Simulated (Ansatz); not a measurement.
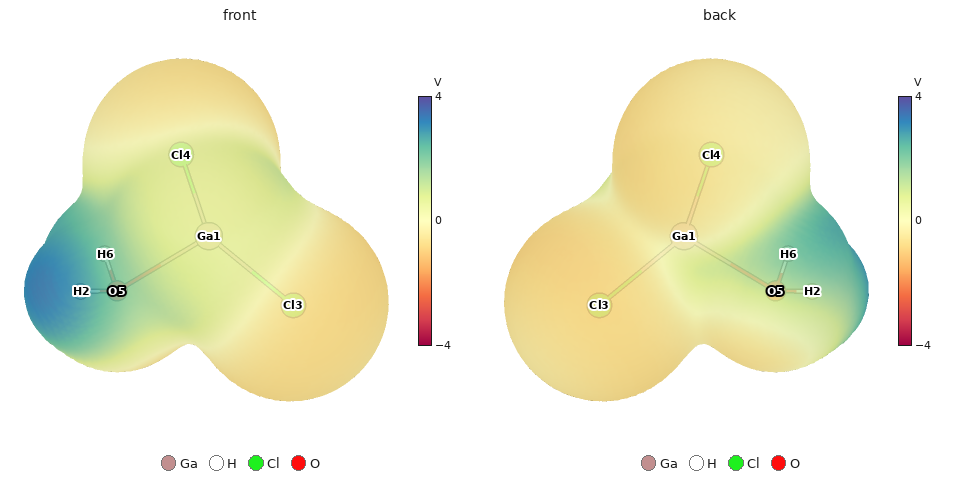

Figure 1: Cl2GaH2O (doublet). The molecular electrostatic potential painted on the density surface at 0.002 e/bohr³, seen from the front and from behind; red is negative and blue positive.

Not at a stationary point (largest force 0.5 eV/Å).

All numbers below come from UKS BLYP/def2-SVP in Ansatz 0.2.0.

Input

```
crystal:
  periodic: [false, false, false]
  atoms:
    - { symbol: Ga, position_ang: [0.0, 0.0, 0.0] }
    - { symbol: H, position_ang: [0.0, 0.0, 1.82] }
    - { symbol: Cl, position_ang: [1.9398, 0.0, -1.12] }
    - { symbol: Cl, position_ang: [-1.9398, 0.0, -1.12] }
    - { symbol: O, position_ang: [0.0, 0.0, 3.13] }
    - { symbol: H, position_ang: [-0.5144, -0.8011, 3.4671] }
magnetization:
  spin_polarized: true
  initial_magnetization: 1
basis:
  gaussian: { orbitals: def2-SVP }
hamiltonian:
  xc: blyp
relax:
  f_tol: 0.15
  max_steps: 25
  restrain:
    - { distance: [1, 4], at: 1.01, k: 30.0 }
    - { distance: [0, 1], at: 2.77, k: 30.0 }
output:
  orbitals: {}
```

Run with:

```sh
ansatz run input.yaml --threads 4 --pin off --max-ram 5120MiB --backend cpu --events-out ev --progress --plain --runs-dir out
```

The fields are those of the run's last geometry, not of the input's.

Question: Describe the electrostatic potential map.

Answer: The most negative region (about −0.9 V) lies over Cl3 and Cl4, the most positive (about +3.3 V) over H2.
